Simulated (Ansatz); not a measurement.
Geometry relaxation, with input and output: HfNH4Cl2OF (part 2 of 2)

Continued. System: HfNH4Cl2OF. Method: RKS PBE-D4/def2-SVP (Ansatz 0.2.0). The input holds or restrains some coordinates. Forces given for the steps count only the free coordinates. It belongs to a series of runs on one base structure; here: pulled along the bonds that form and break, towards end A.

Geometry of the input (Å):
```
Hf 0.0000  0.0000  0.0000
N  0.0000  0.0000  2.5600
H  -0.8770  -0.2713  3.0900
H  0.8770  0.2713  3.0900
F  1.8671  0.0000  -0.6593
Cl -1.1869  2.0563  -0.8392
Cl -1.1869  -2.0563  -0.8392
O  0.8885  2.0662  0.7473
H  1.6795  1.8943  1.3513
H  0.5575  1.2964  1.9994
```

### Trajectory as extended XYZ, continued
```
10
Properties=species:S:1:pos:R:3:forces:R:3 step=2 energy=-32647.39253
Hf   -0.0508   -0.1293    0.0316    1.7815   3.5149   1.1763
N    -0.0132   -0.0941    2.5073    1.5123   0.9181  -2.0573
H    -0.8724   -0.2649    3.0874    0.9385   0.4559  -0.2866
H     0.8518    0.2504    3.0804   -1.9191  -1.2940  -0.7009
F     1.8392   -0.0095   -0.6523   -2.3511  -0.7615   0.7179
Cl   -1.1856    2.0299   -0.8379    0.1842  -2.3851   0.2461
Cl   -1.1825   -2.0488   -0.8348    0.3039   0.5266   0.2941
O     0.9236    2.1793    0.8783   -1.1998  -3.2864   3.5325
H     1.7125    1.8967    1.3589    2.4035   0.6859  -0.6826
H     0.5961    1.4472    1.8815   -1.6540   1.6257  -2.2395
10
Properties=species:S:1:pos:R:3:forces:R:3 step=3 energy=-32647.99039
Hf   -0.0865   -0.2311    0.0691    2.2441   4.3217   1.5061
N    -0.0289   -0.1919    2.4481    1.5783   1.0997  -1.2061
H    -0.8634   -0.2645    3.0809    0.6945   0.0805  -0.5306
H     0.8168    0.2338    3.0565   -2.2250  -1.4044  -1.4918
F     1.8034   -0.0208   -0.6390   -2.4392  -0.8037   0.9165
Cl   -1.1797    1.9926   -0.8304    0.3133  -2.4924   0.4597
Cl   -1.1839   -2.0501   -0.8344   -0.2688  -0.4445  -0.1274
O     0.9484    2.2690    0.9996   -0.9754  -2.8188   2.8486
H     1.7643    1.9058    1.3534    2.7732   0.6765  -0.8815
H     0.6284    1.6141    1.7966   -1.6949   1.7855  -1.4934
10
Properties=species:S:1:pos:R:3:forces:R:3 step=4 energy=-32648.91711
Hf   -0.1025   -0.2765    0.1116    1.4749   3.6970   1.1053
N    -0.0389   -0.2503    2.3674    1.2587   1.3185  -0.1936
H    -0.8423   -0.2723    3.0475    0.4695  -0.1719  -0.8287
H     0.7696    0.1961    3.0038   -1.7875  -1.3259  -1.7672
F     1.7362   -0.0506   -0.6077   -1.7335  -0.6447   0.8067
Cl   -1.1671    1.9002   -0.8094    0.3815  -2.2603   0.5985
Cl   -1.1996   -2.0754   -0.8398   -0.2684  -0.4690  -0.0918
O     1.0074    2.4008    1.1303    0.7478  -1.8127   1.0899
H     1.8481    1.9233    1.3222    1.0003   0.9717  -0.8868
H     0.6080    1.7615    1.7744   -1.5434   0.6972   0.1678
10
Properties=species:S:1:pos:R:3:forces:R:3 step=5 energy=-32649.88854
Hf   -0.1334   -0.2306    0.1043    0.5872   0.9794   1.5481
N    -0.0491   -0.2263    2.2797    0.7949   0.9644   0.3317
H    -0.8362   -0.3025    2.9724    0.3680  -0.1130  -0.8376
H     0.7522    0.1363    2.9282   -1.2725  -0.8766  -1.5134
F     1.6610   -0.1058   -0.5559   -0.2305  -0.2348   0.2019
Cl   -1.1646    1.7103   -0.7657   -0.2516  -0.4145   0.0097
Cl   -1.2142   -2.0898   -0.8289   -0.1083  -0.1745   0.0530
O     1.1035    2.5186    1.2480    0.7641  -1.9453   0.7115
H     1.9293    1.9522    1.3027   -0.3232   1.0609  -0.3735
H     0.5702    1.8944    1.8155   -0.3281   0.7540  -0.1314
10
Properties=species:S:1:pos:R:3:forces:R:3 step=6 energy=-32650.09798
Hf   -0.1469   -0.2054    0.0611    0.3580   0.5157   1.7568
N    -0.0929   -0.1190    2.2137    1.2684   0.0378   0.9024
H    -0.8610   -0.3198    2.9085    0.5087   0.1667  -0.8825
H     0.7929   -0.0172    2.8754   -1.9023  -0.3362  -1.7981
F     1.6639   -0.1716   -0.5357    0.0032  -0.1155   0.0011
Cl   -1.3233    1.6170   -0.8293   -0.2105  -0.0082  -0.0696
Cl   -1.2221   -2.1284   -0.7835    0.0252  -0.0025   0.1174
O     1.1712    2.5358    1.2618    0.3684  -1.6308   0.9321
H     2.0312    2.0420    1.4076   -0.7039   0.7506  -0.3083
H     0.6058    2.0235    1.9207    0.2847   0.6223  -0.6514
10
Properties=species:S:1:pos:R:3:forces:R:3 step=7 energy=-32650.34862
Hf   -0.1452   -0.1573    0.0454    0.0797   0.2635   1.7078
N    -0.1054   -0.0742    2.1968    0.2334  -0.1006  -0.9898
H    -0.9022   -0.2213    2.8396    0.1279   0.0367  -0.2709
H     0.7565   -0.1400    2.7792   -0.4381  -0.0693  -0.4027
F     1.6483   -0.1745   -0.5949    0.1178  -0.0419  -0.0016
Cl   -1.4747    1.5225   -0.9189   -0.1004   0.0649   0.0060
Cl   -1.1701   -2.1611   -0.6908    0.1032   0.1355   0.1442
O     1.2121    2.5120    1.3369   -0.1955  -0.7554   0.3828
H     2.1003    2.1163    1.4620   -0.0377   0.2034  -0.1117
H     0.6991    2.0344    2.0450    0.1097   0.2631  -0.4642
10
Properties=species:S:1:pos:R:3:forces:R:3 step=8 energy=-32650.37286
Hf   -0.1498   -0.1132    0.0449    0.2065   0.1380   1.8400
N    -0.1194   -0.0770    2.2038    0.0720   0.0267  -1.5319
H    -0.9557   -0.1831    2.7967    0.0776   0.0443  -0.1062
H     0.7035   -0.3327    2.7752   -0.2031   0.0287  -0.1839
F     1.6587   -0.1278   -0.5593    0.0358  -0.0739  -0.0502
Cl   -1.5862    1.5075   -0.8773   -0.0397   0.0693   0.0280
Cl   -1.1130   -2.1654   -0.6195    0.0805   0.1065   0.0566
O     1.2948    2.5285    1.2900   -0.4538  -0.6903   0.2721
H     2.1866    2.2096    1.5429   -0.1815   0.0664  -0.0816
H     0.6994    2.0107    1.9028    0.4057   0.2843  -0.2428
10
Properties=species:S:1:pos:R:3:forces:R:3 step=9 energy=-32650.41949
Hf   -0.1233   -0.1117    0.0421   -0.0617   0.3985   1.9310
N    -0.1385   -0.0740    2.1940    0.1232   0.0432  -1.7669
H    -0.9958   -0.0756    2.7589   -0.0148   0.0256   0.0080
H     0.6167   -0.5008    2.7443   -0.0204  -0.0350   0.0436
F     1.6976   -0.1857   -0.5226    0.1371   0.0156  -0.0618
Cl   -1.6077    1.5182   -0.8039    0.0437  -0.0297  -0.0118
Cl   -1.0589   -2.1684   -0.6094    0.0020  -0.0183  -0.0109
O     1.2315    2.5621    1.3170   -0.2137  -0.7240   0.2139
H     2.1817    2.3326    1.3854   -0.1567   0.0617  -0.0347
H     0.8154    1.9602    1.9943    0.1612   0.2625  -0.3104
10
Properties=species:S:1:pos:R:3:forces:R:3 step=10 energy=-32650.41913
Hf   -0.1195   -0.1262    0.0523    0.2151   0.4881   1.7654
N    -0.1009   -0.0917    2.2060   -0.0703   0.0094  -1.5917
H    -0.9464    0.0904    2.7672    0.1185  -0.0520  -0.0642
H     0.5364   -0.6835    2.7581   -0.0681   0.0855  -0.0252
F     1.6960   -0.1373   -0.5617   -0.0815  -0.0820   0.0241
Cl   -1.5957    1.4763   -0.8442    0.0167   0.0016   0.0426
Cl   -1.0646   -2.1770   -0.6072    0.0565  -0.0388   0.0053
O     1.2021    2.5616    1.3341   -0.3521  -0.5698   0.1780
H     2.1639    2.3953    1.3618   -0.0347  -0.0232  -0.0087
H     0.8476    1.9489    2.0340    0.1999   0.1812  -0.3256
10
Properties=species:S:1:pos:R:3:forces:R:3 step=11 energy=-32650.40456 accepted=F
Hf   -0.1271   -0.1056    0.0436    0.1073   0.3623   1.9452
N    -0.1453   -0.0725    2.1970    0.3065  -0.2555  -1.3156
H    -1.0225   -0.0286    2.7433    0.2819  -0.0058  -0.0968
H     0.5862   -0.5509    2.7662   -0.5087   0.2348  -0.2893
F     1.6963   -0.1750   -0.5341    0.0108   0.0475   0.0045
Cl   -1.5998    1.5136   -0.8321    0.0005  -0.0104  -0.0222
Cl   -1.0338   -2.1770   -0.6082   -0.0036   0.0078  -0.0063
O     1.1899    2.5613    1.3740    0.2370  -0.8493   0.1984
H     2.1524    2.3721    1.2585   -0.4974   0.1247   0.0844
H     0.9224    1.9195    2.0919    0.0657   0.3438  -0.5023
10
Properties=species:S:1:pos:R:3:forces:R:3 step=12 energy=-32650.42984
Hf   -0.1294   -0.1086    0.0494    0.2162   0.3474   1.8630
N    -0.1243   -0.0926    2.2025    0.0373   0.0626  -1.7154
H    -0.9624    0.0992    2.7648   -0.0137  -0.0034   0.0008
H     0.5180   -0.6655    2.7635   -0.0028  -0.0055   0.0035
F     1.6933   -0.1505   -0.5405   -0.0553   0.0072   0.0120
Cl   -1.6240    1.4908   -0.8226    0.0097   0.0043   0.0027
Cl   -1.0080   -2.1852   -0.6222    0.0079  -0.0032   0.0037
O     1.1992    2.5622    1.3552   -0.2906  -0.6155   0.1440
H     2.1594    2.3931    1.3032   -0.0116   0.0007  -0.0083
H     0.8969    1.9141    2.0471    0.1029   0.2052  -0.3059
```

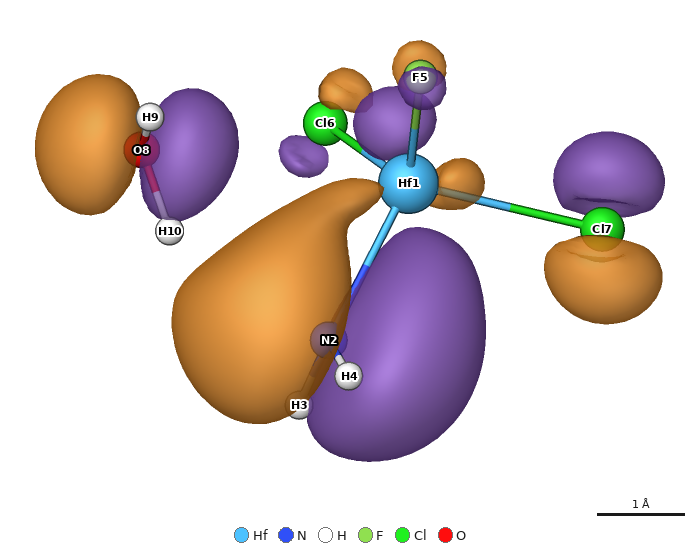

The HOMO at ±0.08 Å⁻³ᐟ² (orange and purple are the two phases), seen at a tilt. Its energy is −6.48 eV.

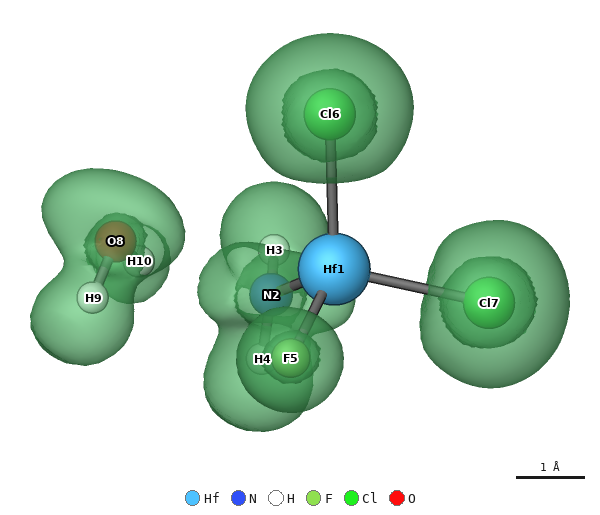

Isosurface of the ELF at 0.75 (green), seen from the side. Only the valence region is drawn (cores and ρ < 0.01 e/Å³ removed). Profiles from the grid: Hf1···O8 (3.26 Å): the ELF is only about 0 between them. Hf–F (1.92 Å): the ELF peaks at about 0.85 in the valence shell of F, 0.5 Å from its nucleus, and drops to about 0.20 between the two atoms.

### Summary

- outcome: converged under the restraints of the input
- total energy: −32650.4299 eV
- mean-field energy: −32650.2033 eV
- largest force (length of the vector) at the end, held atoms and coordinates included: 1.907 eV/Å
- wall time: 31 s (CPU time 1.9 min)
- peak memory: 0.2 GiB
